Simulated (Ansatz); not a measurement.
Given this structure, the input geometry of an electronic-structure calculation (not necessarily at equilibrium), written in its standard cell:

```cif
data_structure
_symmetry_space_group_name_H-M 'P 1'
_symmetry_Int_Tables_number 1
_cell_length_a 2.6945
_cell_length_b 2.6945
_cell_length_c 4.2001
_cell_angle_alpha 90.000
_cell_angle_beta 90.000
_cell_angle_gamma 120.000
_cell_volume 26.41
loop_
_atom_site_label
_atom_site_type_symbol
_atom_site_fract_x
_atom_site_fract_y
_atom_site_fract_z
_atom_site_occupancy
Ru1 Ru 0.33333 0.66667 0.75000 1
Ru2 Ru 0.66667 0.33333 0.25000 1
```

Question: What does the kinematic electron diffraction pattern along [101] look like at 100 kV (B = 0.5 Å²)?

Answer: The spots form a centred rectangular net whose two shortest vectors correspond to d = 2.33 Å and 2.04 Å, 64.1° apart. They are 0 1 0 and 1 0 -1. The pattern has symmetry 2mm. A glide plane extinguishes reflections such as 1 -2 -1, 1 1 -1; reflections such as 3 -3 -3 are allowed by the space group but vanish because the atoms sit on special positions.

Strongest reflections with d > 0.80 Å, one of each family (|F|² from tabulated Gaussian fits of the electron scattering factors, times a small damping for the curvature of the Ewald sphere):

```
    hkl  d (Å)  I (strongest = 100)
 1 0 -1  2.040                  100
  0 1 0  2.333                   42
2 -1 -2  1.134                   33
 1 2 -1  0.863                   10
  0 2 0  1.167                    9
 2 0 -2  1.020                    6
```

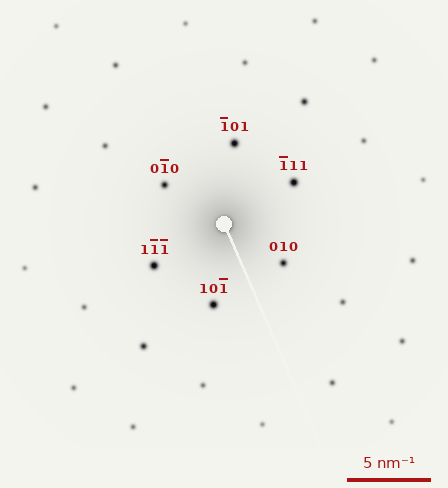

Calculated pattern, seen from the source side with [101] pointing towards the source.
